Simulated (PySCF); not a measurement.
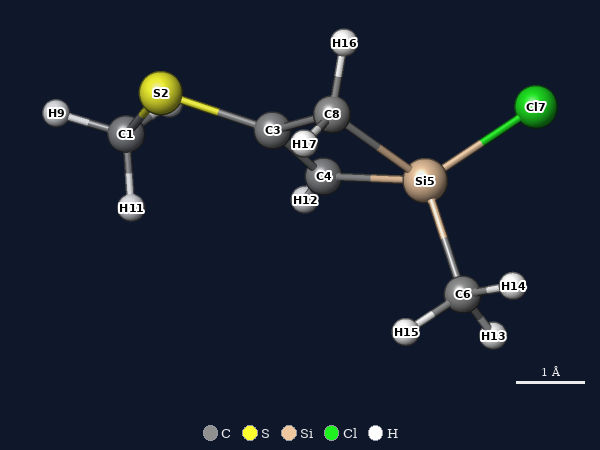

**Figure 1.** The input geometry (ball-and-stick view, seen at a tilt; atoms are numbered from 1 in the order of the input). Bond lengths as drawn: Cl–Si 2.03 Å, C–C 1.35 to 1.51 Å, C–H 1.08 to 1.09 Å, C–S 1.74 to 1.82 Å and C–Si 1.88 to 1.93 Å.

# C$_{5}$H$_{9}$ClSSi: excited-state calculation

C$_{5}$H$_{9}$ClSSi, computed with TDDFT CAM-B3LYP/def2-SVPD, vertical, gas phase, core orbitals frozen in the response (PySCF 2.14.0).

The geometry comes from this level: GFN2-xTB. It belongs to a series of runs on one base structure; here: constitutional isomer.

Log:
```
coarse grid: 15888 points
cycle   1  E = -1343.0770470797  dE =  1.071e+00  |g| = 4.372e-01  |ddm| = 6.430e+00
cycle   2  E = -1343.0999769738  dE = -2.293e-02  |g| = 3.622e-01  |ddm| = 1.363e+00
cycle   3  E = -1343.1320878153  dE = -3.211e-02  |g| = 5.881e-02  |ddm| = 6.381e-01
cycle   4  E = -1343.1327736356  dE = -6.858e-04  |g| = 3.664e-02  |ddm| = 1.583e-01
cycle   5  E = -1343.1331294321  dE = -3.558e-04  |g| = 4.887e-03  |ddm| = 7.480e-02
cycle   6  E = -1343.1331365232  dE = -7.091e-06  |g| = 2.070e-03  |ddm| = 1.262e-02
final grid: 139808 points
cycle   7  E = -1343.2946000816  dE = -3.427e-05  |g| = 5.111e-03  |ddm| = 8.163e-02
cycle   8  E = -1343.2945991305  dE =  9.512e-07  |g| = 5.471e-03  |ddm| = 2.007e-02
cycle   9  E = -1343.2946070544  dE = -7.924e-06  |g| = 5.092e-04  |ddm| = 9.290e-03
cycle  10  E = -1343.2946071153  dE = -6.083e-08  |g| = 2.002e-04  |ddm| = 1.133e-03
cycle  11  E = -1343.2946071255  dE = -1.025e-08  |g| = 5.681e-05  |ddm| = 4.594e-04
cycle  12  E = -1343.2946071266  dE = -1.072e-09  |g| = 2.014e-05  |ddm| = 1.558e-04
cycle  13  E = -1343.2946071267  dE = -1.337e-10  |g| = 5.534e-06  |ddm| = 4.791e-05
```

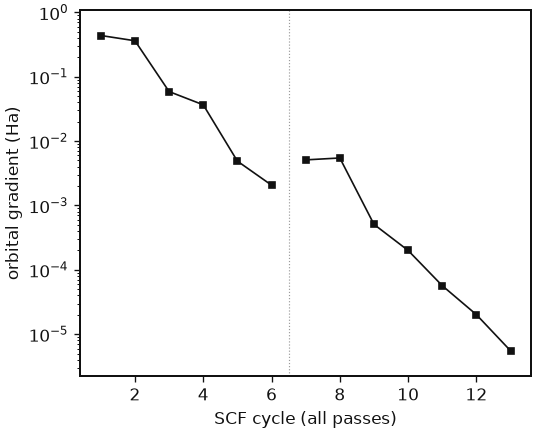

**Figure 2.** Convergence of the self-consistent field: orbital gradient against the SCF cycle. The dotted line marks the change from a coarse to the final integration grid. The first 6 cycles use a coarse grid, the final grid takes over at cycle 7, and the field converges after 13 cycles in all.

```
converged SCF energy = -1343.2946071267

Static polarisability (au): isotropic 119.377, principal 97.983 104.434 155.713

Singlet excitations
state   eV       nm        f      main configurations
  1   5.5337    224.1   0.00091   H->L+1 0.43, H->L+2 0.38
  2   5.6571    219.2   0.31312   H->L 0.95
  3   6.1214    202.5   0.00661   H->L+1 0.37, H->L+3 0.30, H->L+2 0.18
  4   6.5802    188.4   0.00196   H-1->L 0.49, H->L+4 0.27, H-2->L 0.10
  5   6.6411    186.7   0.00817   H->L+4 0.47, H-1->L 0.28, H->L+3 0.14
  6   6.7878    182.7   0.02165   H->L+3 0.42, H->L+2 0.30, H->L+1 0.09
  7   6.9389    178.7   0.00464   H-2->L 0.75, H-1->L 0.11
  8   7.1974    172.3   0.01066   H->L+6 0.32, H->L+7 0.30

Triplet excitations (Tamm-Dancoff, eV): 3.9789 5.1894 5.9790
```

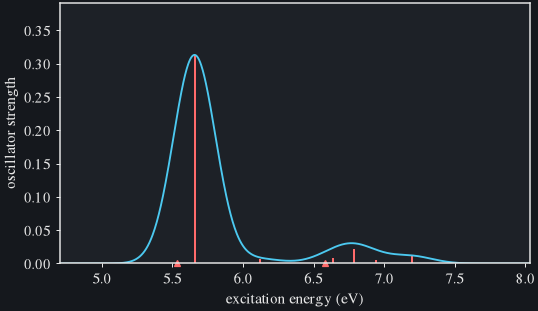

**Figure 3.** Computed excitations as sticks (degenerate states added up, dark ones marked on the axis), with a Gaussian envelope of 0.35 eV full width at half maximum, scaled to the tallest. Of the 8 states the lowest lies at 5.53 eV (f = 0.001); the strongest line is at 5.66 eV, or 219 nm (f = 0.313).

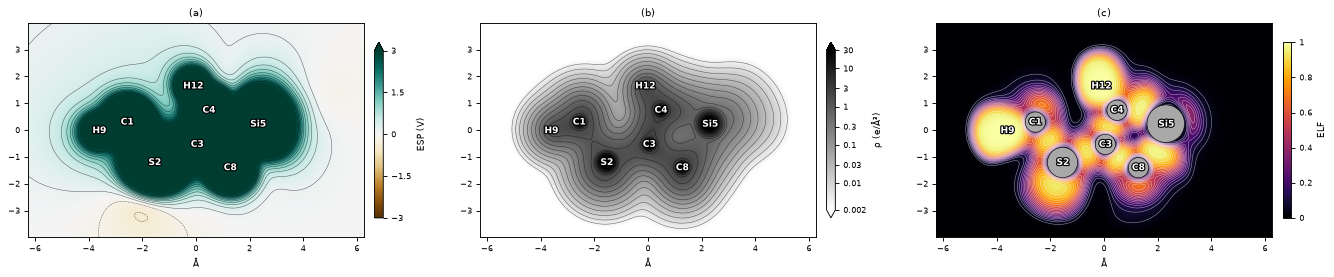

**Figure 4.** (a) molecular electrostatic potential; (b) electron density; (c) electron localisation function on the plane of atoms Si5, C4 and H12. Grey discs, where drawn, cover atomic cores. C–S (1.74 Å): ρ at the midpoint is about 1.4 e/Å³; the ELF peaks at about 0.95 between the atoms, which marks a covalent bond. C–Si (1.88 Å): ρ is about 0.91 e/Å³ halfway; the ELF peaks at about 0.95 between the atoms, as expected for localised, shared-pair bonding. C–H (1.08 Å): ρ is about 2 e/Å³ halfway; the ELF climbs to about 1 towards the hydrogen, as it does in any bond to H; a covalent bond by its length.

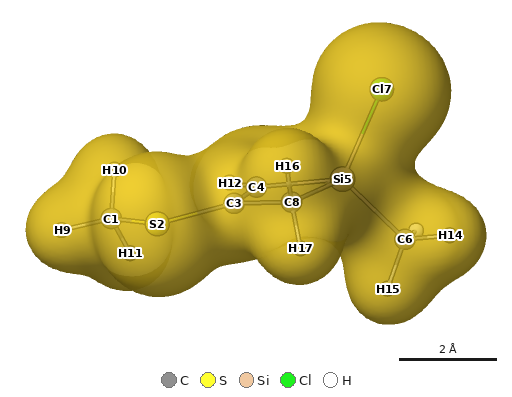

**Figure 5.** Isosurface of the electron density at 0.1 e/Å³ (yellow), seen from the side. At this value the surface is in one piece. On the grid the lowest density along these lines, outside the cores, is 2.2 e/Å³ (C–C, 1.35 Å), 1.4 e/Å³ (C–S, 1.74 Å), 0.76 e/Å³ (C–Si, 1.88 Å) and 0.64 e/Å³ (Si–Cl, 2.03 Å).

This output came from the following input.

Input:
```
{"job": {"kind": "uv", "xc": "CAM-B3LYP", "basis": "def2-SVPD", "nstates": 8, "ntriplets": 3}, "charge": 0, "multiplicity": 1}
C      3.258795     0.193659    -0.192892
S      2.250193    -1.222516     0.331827
C      0.654823    -0.652072    -0.047432
C      0.219079     0.499330    -0.589369
Si    -1.594537     0.010939    -0.451809
C     -2.711277     0.963557     0.749271
Cl    -2.604028    -0.352311    -2.174615
C     -0.572233    -1.477708     0.235766
H      4.293716    -0.072870    -0.004391
H      3.104140     0.371402    -1.252758
H      2.982910     1.066767     0.391010
H      0.804687     1.335821    -0.927152
H     -2.909150     1.962335     0.372594
H     -3.667601     0.465310     0.874647
H     -2.248463     1.060721     1.725520
H     -0.593019    -2.402557    -0.337187
H     -0.675034    -1.737776     1.287058
```

The first line tells a small driver script what to run in PySCF; the rest is the geometry in Å.

Run as:
```bash
OMP_NUM_THREADS=1 python <driver script> task.json out
```

Summary:

| quantity | value |
| --- | --- |
| outcome | converged |
| total energy | −1343.294607 hartree |
| HOMO | −7.69 eV |
| LUMO | 0.86 eV |
| dipole moment | 2.09 D |
| mean polarisability | 119.38 a.u. |
| lowest singlet excitation | 5.53 eV |
| hardware | 1 CPU thread, shared host |
| wall time | 2.5 min |
| peak memory | 1.1 GiB |
